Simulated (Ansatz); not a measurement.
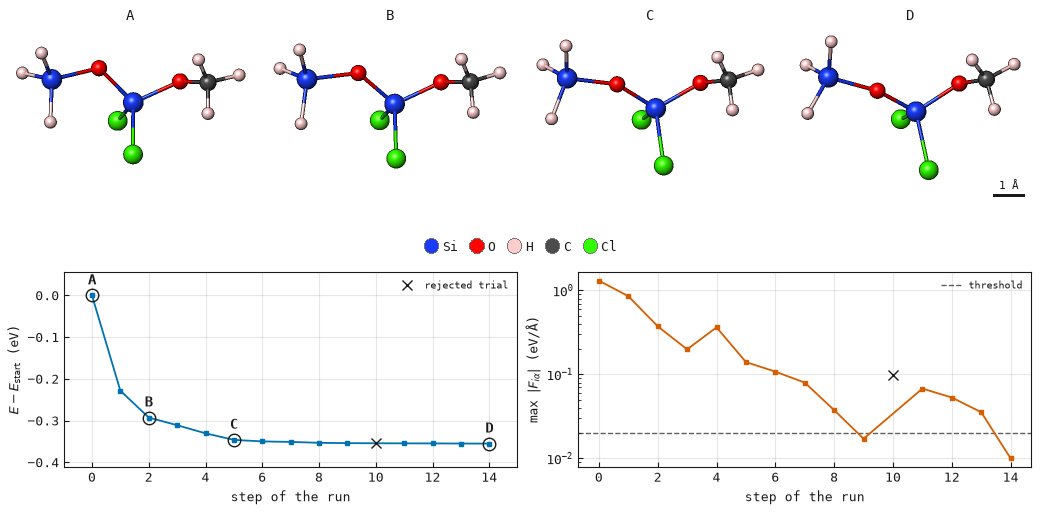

Frames of a relaxation of CH₆Cl₂O₂Si₂, marked on the history of the run. A ball-and-stick model, seen from a free direction.

The run prepares the start of a later molecular dynamics calculation, from a guessed geometry.

The calculation used RKS LDA/6-31G (Ansatz 0.2.0).

The input:
```yaml
crystal:
  periodic: [false, false, false]
  atoms:
    - { symbol: Si, position_ang: [0.0, 0.0, 0.0] }
    - { symbol: O, position_ang: [0.0, 0.0, 1.68] }
    - { symbol: Si, position_ang: [-1.3147, -0.4067, 2.6436] }
    - { symbol: H, position_ang: [-2.239, -1.2403, 1.8804] }
    - { symbol: H, position_ang: [-0.8506, -1.1432, 3.8157] }
    - { symbol: H, position_ang: [-1.9987, 0.8095, 3.0733] }
    - { symbol: O, position_ang: [1.5842, 0.0, -0.5594] }
    - { symbol: C, position_ang: [2.3503, -1.1632, -0.836] }
    - { symbol: H, position_ang: [1.7187, -1.9052, -1.3675] }
    - { symbol: H, position_ang: [3.2179, -0.8926, -1.4733] }
    - { symbol: H, position_ang: [2.7141, -1.6023, 0.1163] }
    - { symbol: Cl, position_ang: [-1.0032, 1.7381, -0.7093] }
    - { symbol: Cl, position_ang: [-1.0032, -1.7381, -0.7093] }
basis:
  gaussian: { orbitals: "6-31G" }
hamiltonian:
  xc: lda
relax:
  f_tol: 0.02
  max_steps: 40
output:
  orbitals: {}
```

Command:
```bash
ansatz run input.yaml --threads 2 --pin off --max-ram 3072MiB --backend cpu --events-out ev --progress --plain --runs-dir out
```

What happens along the run?

Over 13 accepted moves (14 points after the start) the energy falls by 0.355 eV. Largest force component: 1.3 eV/Å at the start, 0.01 eV/Å at the end. The line search rejected the trial step at point 10 of the run. The forces were under the threshold at step 9, but the run went on from there. The largest move after the best rigid fit is that of H4, 0.86 Å. Largest moves by element: H 0.86 Å, Cl 0.83 Å, O 0.77 Å, Si 0.31 Å, C 0.12 Å. Near-neighbour distances that change, for instance: Si1–Si3 2.980 → 3.311 Å, Si3–H4 1.460 → 1.513 Å, O2–Si3 1.680 → 1.714 Å, Si1–O2 1.680 → 1.647 Å. Among the angles between lasting bonds that change: Si1–O2–Si3 125.0° → 160.2°, O2–Si1–O7 109.4° → 114.4°, O7–Si1–Cl12 109.5° → 105.5°. Groups turn about O2–Si3 by about 55°, Si1–O2 by about 50°. From step 0 to 2: H4 moves most (0.31 Å), energy −0.292 eV. From step 2 to 5: Cl13 moves most (0.40 Å), energy −0.053 eV. From step 5 to 14: Cl13 moves most (0.28 Å), energy −0.009 eV.

| step | E − E(0), eV | largest force component, eV/Å | note |
| --- | --- | --- | --- |
| 0 | 0.0000 | 1.3104 |  |
| 1 | -0.2282 | 0.8566 |  |
| 2 | -0.2925 | 0.3748 |  |
| 3 | -0.3108 | 0.1992 |  |
| 4 | -0.3303 | 0.3641 |  |
| 5 | -0.3460 | 0.1405 |  |
| 6 | -0.3497 | 0.1081 |  |
| 7 | -0.3509 | 0.0800 |  |
| 8 | -0.3530 | 0.0376 |  |
| 9 | -0.3538 | 0.0172 |  |
| 10 | -0.3534 | 0.0995 | rejected |
| 11 | -0.3543 | 0.0679 |  |
| 12 | -0.3544 | 0.0532 |  |
| 13 | -0.3548 | 0.0355 |  |
| 14 | -0.3550 | 0.0100 |  |

Limits of the set-up: the basis has no polarisation functions, which atoms past neon need.
